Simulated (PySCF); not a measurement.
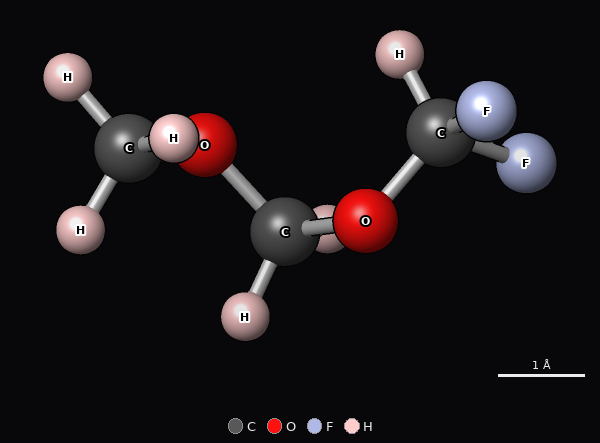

Fig. 1: The structure (ball-and-stick view, seen at a tilt). Bond lengths as drawn: C–F 1.33 to 1.35 Å, C–H 1.10 to 1.11 Å and C–O 1.36 to 1.41 Å.

Run report: C₃H₆F₂O₂, excited-state calculation

System: C₃H₆F₂O₂, SMILES COCOC(F)F.
Method: TDDFT PBE0/def2-SVPD, vertical, IEF-PCM chloroform (non-equilibrium linear response), core orbitals frozen in the response (PySCF 2.14.0).

The geometry comes from this level: PBE0-D3(BJ)/def2-SVP. It belongs to a series of runs on one base structure; here: solvent chloroform.

## Log
```
coarse grid: 11328 points
cycle   1  E = -467.0411268665  dE =  1.019e+00  |g| = 8.836e-01  |ddm| = 4.511e+00
cycle   2  E = -466.9232551726  dE =  1.179e-01  |g| = 1.224e+00  |ddm| = 1.963e+00
cycle   3  E = -467.1783394762  dE = -2.551e-01  |g| = 5.351e-02  |ddm| = 1.160e+00
cycle   4  E = -467.1786681358  dE = -3.287e-04  |g| = 3.213e-02  |ddm| = 7.293e-02
cycle   5  E = -467.1788455609  dE = -1.774e-04  |g| = 8.881e-03  |ddm| = 3.352e-02
cycle   6  E = -467.1788586674  dE = -1.311e-05  |g| = 2.036e-03  |ddm| = 9.867e-03
cycle   7  E = -467.1788595328  dE = -8.654e-07  |g| = 4.519e-04  |ddm| = 2.432e-03
final grid: 111480 points
cycle   8  E = -467.2515582303  dE = -3.351e-05  |g| = 1.136e-02  |ddm| = 8.458e-02
cycle   9  E = -467.2515400626  dE =  1.817e-05  |g| = 1.534e-02  |ddm| = 2.583e-02
cycle  10  E = -467.2515824410  dE = -4.238e-05  |g| = 9.112e-04  |ddm| = 1.435e-02
cycle  11  E = -467.2515826293  dE = -1.883e-07  |g| = 1.642e-04  |ddm| = 1.058e-03
cycle  12  E = -467.2515826335  dE = -4.179e-09  |g| = 8.555e-05  |ddm| = 2.109e-04
cycle  13  E = -467.2515826346  dE = -1.118e-09  |g| = 1.452e-05  |ddm| = 7.074e-05
cycle  14  E = -467.2515826346  dE = -3.877e-11  |g| = 3.934e-06  |ddm| = 2.030e-05
```

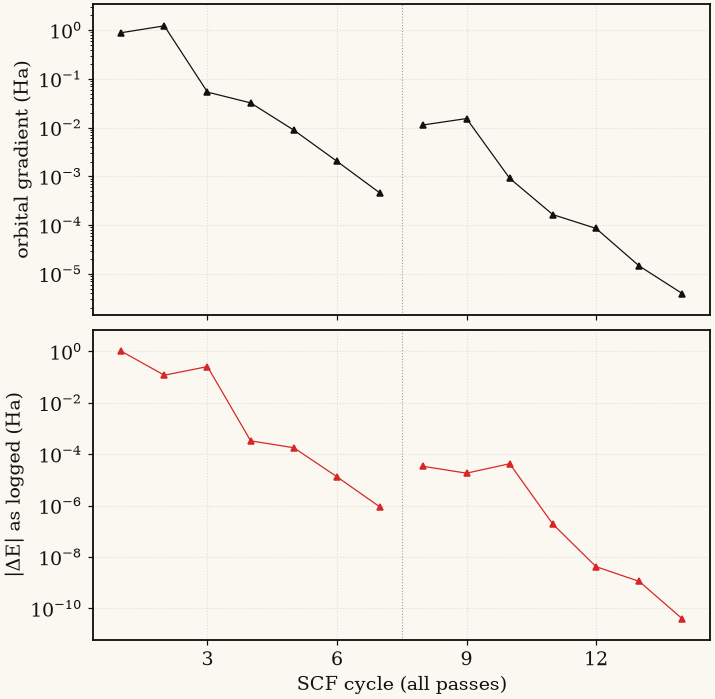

Fig. 2: Convergence of the self-consistent field: orbital gradient and size of the energy change against the SCF cycle. The dotted line marks the change from a coarse to the final integration grid. The first 7 cycles use a coarse grid, the final grid takes over at cycle 8, and the field converges after 14 cycles in all.

```
converged SCF energy = -467.2515826346

Static polarisability (au): isotropic 58.314, principal 53.139 57.402 64.402

Singlet excitations
state   eV       nm        f      main configurations
  1   7.9238    156.5   0.00762   H->L 0.94
  2   8.6060    144.1   0.04000   H->L+1 0.55, H->L+2 0.34
  3   8.7402    141.9   0.05749   H->L+2 0.59, H->L+1 0.25, H->L+3 0.12
  4   8.8346    140.3   0.01568   H-1->L 0.92
  5   8.9296    138.8   0.02414   H->L+3 0.71, H->L+1 0.15
  6   9.1219    135.9   0.00784   H-2->L 0.91
```

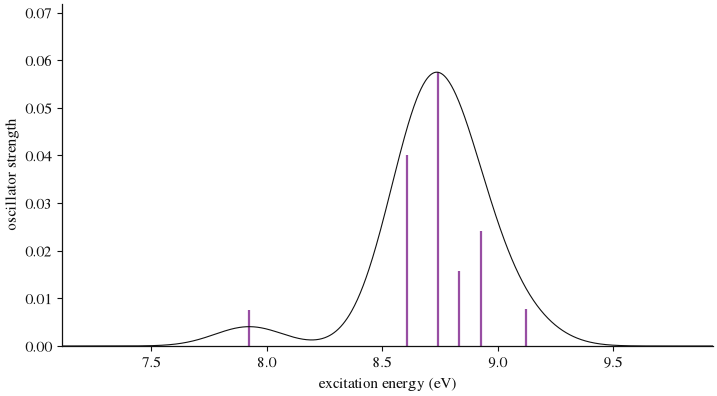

Fig. 3: Computed excitations as sticks (degenerate states added up, dark ones marked on the axis), with a Gaussian envelope of 0.35 eV full width at half maximum, scaled to the tallest. Of the 6 states the lowest lies at 7.92 eV (f = 0.008); the strongest line is at 8.74 eV, or 142 nm (f = 0.057).

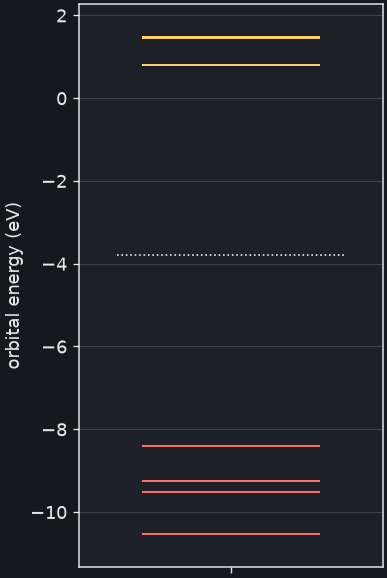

Fig. 4: Orbital energies near the frontier; the dotted line parts filled from empty levels, and levels within 0.02 eV of each other stand side by side. Highest filled −8.40 eV, lowest empty 0.80 eV, 9.20 eV apart.

This output came from the following input.

## Input
```
{"job": {"kind": "uv", "xc": "PBE0", "basis": "def2-SVPD", "solvent": "chloroform", "nstates": 6, "ntriplets": 0}, "charge": 0, "multiplicity": 1}
C     -1.888867    -0.175412    -0.230706
O     -0.688251    -0.668757    -0.772205
C      0.281043    -0.947334     0.163187
O      0.794502     0.214898     0.776828
C      1.565655     0.988376    -0.030612
F      1.630198     2.202475     0.515046
F      2.820669     0.494486    -0.092163
H     -2.330342    -0.895935     0.482570
H     -1.738710     0.784720     0.291035
H     -2.588584    -0.026630    -1.063139
H      1.082428    -1.495175    -0.357939
H     -0.107049    -1.555120     0.999227
H      1.171409     1.057423    -1.060208
```

The first line tells a small driver script what to run in PySCF; the rest is the geometry in Å.

Launch command:
```bash
OMP_NUM_THREADS=1 python <driver script> task.json out
```

## Results in brief

```tsv
quantity	value
outcome	converged
total energy	−467.251583 hartree
HOMO	−8.40 eV
LUMO	0.80 eV
dipole moment	3.05 D
mean polarisability	58.31 a.u.
lowest excitation	7.92 eV
hardware	1 CPU thread, shared host
wall time	27 s
peak memory	0.9 GiB
```
